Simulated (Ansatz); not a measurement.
System: H$_{5}$NSSi···PH$_{3}$.

The calculation's input:

```
crystal:
  periodic: [false, false, false]
  atoms:
    - { symbol: Si, position_ang: [-0.369289, -0.791321, 0.238405] }
    - { symbol: S, position_ang: [0.534803, 0.355998, 1.843772] }
    - { symbol: H, position_ang: [-1.416736, 0.141129, -0.297389] }
    - { symbol: H, position_ang: [0.714263, -1.122608, -0.738156] }
    - { symbol: "N", position_ang: [-1.155146, -2.297383, 0.617527] }
    - { symbol: H, position_ang: [0.813635, 1.770862, -0.395927] }
    - { symbol: P, position_ang: [0.529463, 1.91704, -1.765919] }
    - { symbol: H, position_ang: [1.663516, -0.413088, 1.910998] }
    - { symbol: H, position_ang: [-1.973662, -2.286964, 1.235548] }
    - { symbol: H, position_ang: [-0.557854, -3.093402, 0.852904] }
    - { symbol: H, position_ang: [1.622655, 2.832986, -1.975595] }
    - { symbol: H, position_ang: [-0.405748, 2.98685, -1.525969] }
basis:
  gaussian: { orbitals: def2-SVP }
hamiltonian:
  xc: pbe
  dispersion: d4
relax:
  f_tol: 0.03
  max_steps: 50
output:
  orbitals: {}
```

Run with:

```sh
ansatz run input.yaml --threads 2 --pin off --max-ram 3072MiB --backend cpu --events-out ev --progress --plain --runs-dir out
```

The fields are those of the relaxed geometry.

Level of theory: RKS PBE-D4/def2-SVP (Ansatz 0.2.0).

What can the converged electron density and electron localisation function tell about the bonding?

Answer. Si1···P7 (3.93 Å): the density falls to about 0.03 e/Å³ on the way; the ELF dips to about 0 between them: a non-bonded, intermolecular contact.
Si–N (1.74 Å): ρ is about 1.1 e/Å³ halfway; the ELF peaks at about 0.90 between the atoms (a shared but strongly polarised pair).
Si–S (2.19 Å): ρ at the midpoint is about 0.75 e/Å³, with its minimum of 0.59 e/Å³ about 0.8 Å from Si; the ELF peaks at about 0.90 between the atoms; localised, covalent bonding.
P–H (1.44 Å): ρ is about 1 e/Å³ halfway; the ELF climbs to about 1 towards the hydrogen, as it does in any bond to H.

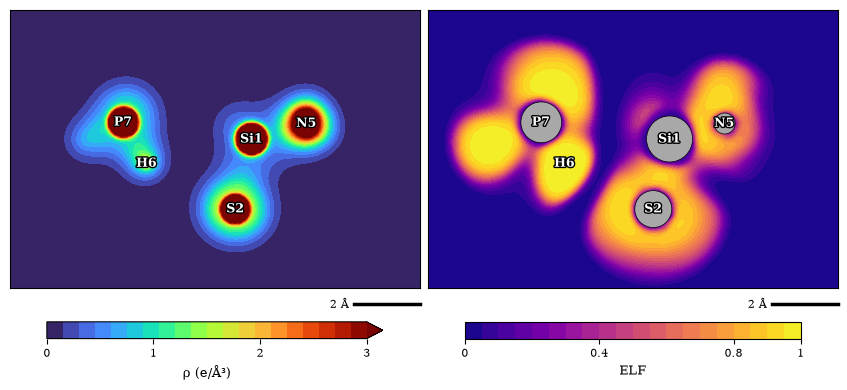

Computed electron density and electron localisation function on the plane of atoms S2, Si1 and N5, in this order. Grey discs cover the atomic cores in the ELF map. 
